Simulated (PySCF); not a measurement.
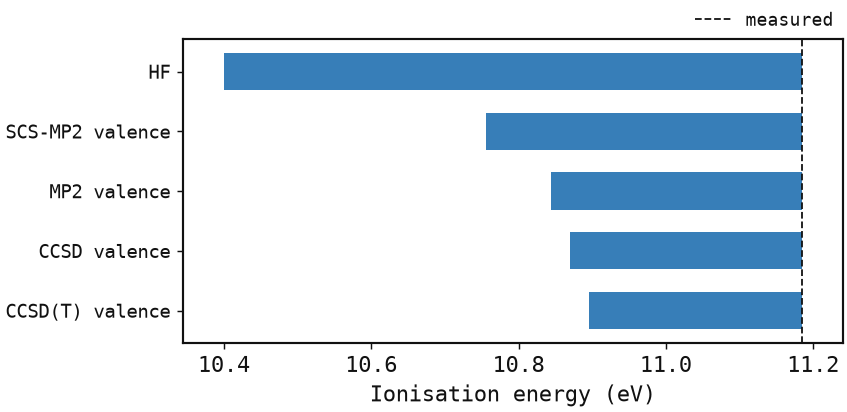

The ionisation energy of La⁺ ([Xe] 5d² → [Xe] 5d) across levels of theory. PySCF, cc-pVDZ-X2C, spin-free X2C-1e, unrestricted single determinants, no spin-orbit coupling. Methods marked “valence” freeze 46 core electrons.

Summarise the spread and list the values.

The values run from 10.399 eV (HF) to 10.896 eV (CCSD(T) valence). The measured value is 11.185 eV; nearest to it come CCSD(T) valence (−0.289) and CCSD valence (−0.315), furthest HF (−0.786 eV). These values lack spin-orbit coupling; with the first-order correction of +0.010 eV added, CCSD(T) valence comes nearest (−0.279).

| Method | Ionisation energy (eV) |
| --- | --- |
| HF | 10.399 |
| MP2 valence | 10.844 |
| SCS-MP2 valence | 10.756 |
| CCSD valence | 10.870 |
| CCSD(T) valence | 10.896 |
